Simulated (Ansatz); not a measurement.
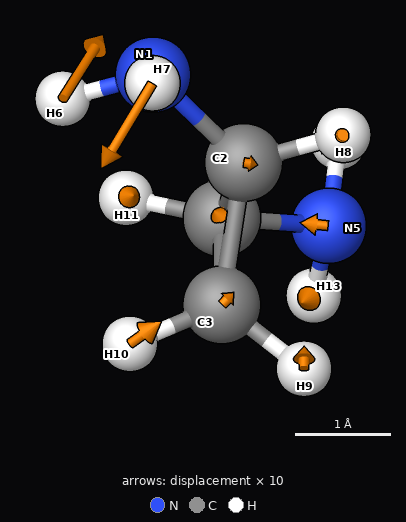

This is a relaxation of C3H8N2. The starting structure is drawn; orange arrows show the displacements, magnified 10 times. The two geometries are superimposed by the best rigid fit.

A ball-and-stick model, seen from a free direction.

The start comes from PBE-D4/def2-SVP.

All numbers below come from Ansatz 0.2.0, RKS PBE0-D4/def2-TZVP. (force threshold 0.005 eV/Å; at most 150 steps)

Question: Atoms of which element are displaced furthest, and by how much?

Answer: Hydrogen: up to 0.11 Å, against 0.04 Å for nitrogen.

Question: What did the optimiser do to the structure, and how much energy did it gain?

Answer: The atom that moves furthest after the best rigid fit is an H atom (0.11 Å). By element the largest moves are H 0.11 Å, N 0.04 Å, C 0.02 Å. Among the contacts that change: C–H 1.114 → 1.093 Å, C–C 1.524 → 1.507 Å, C–C 1.504 → 1.488 Å, H–N 1.029 → 1.012 Å. The energy falls by 1.46 kcal/mol in 6 accepted moves (7 points after the start). The largest force component goes from 0.64 to 0.004 eV/Å. The line search rejected the trial step at point 3 of the run. The run took 27 s on 4 threads of Arm Neoverse V1, on a shared host.
